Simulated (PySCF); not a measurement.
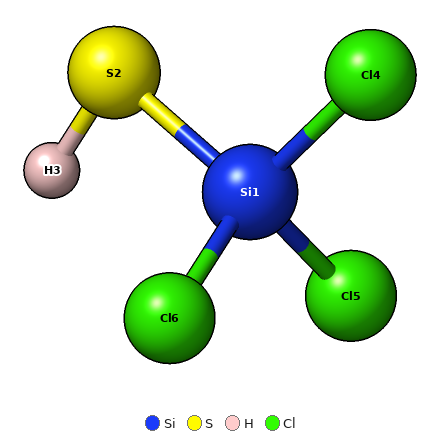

SiHSCl₃ (Si(SH)Cl3), SMILES S[Si](Cl)(Cl)Cl. Vertical core-electron binding energies by ΔSCF (SCAN, pcX-2 on the ionised atom, pcseg-1 elsewhere, spin-free X2C; PySCF, at a PBE0-D3(BJ)/def2-SVP geometry (no frequency check)), gas phase, against the vacuum level. One atom of each kind was ionised; within a panel, areas follow the number of like atoms and 2j + 1 (2p levels are split by first-order spin-orbit coupling, an approximation), each panel is scaled alone, Gaussians of 0.4 eV full width. Only the regions named are shown.

Q: Predict the S 2p and Si 2p photoelectron lines.

A:
```
   level  atoms  binding energy (eV)
 S 2p1/2     S2                171.6
 S 2p3/2     S2                170.4
Si 2p1/2    Si1                110.5
Si 2p3/2    Si1                109.9
```

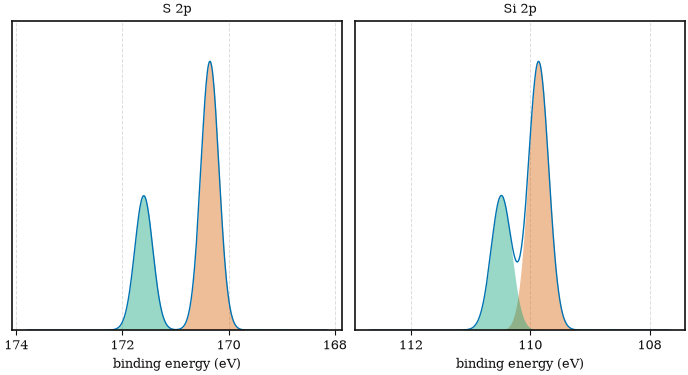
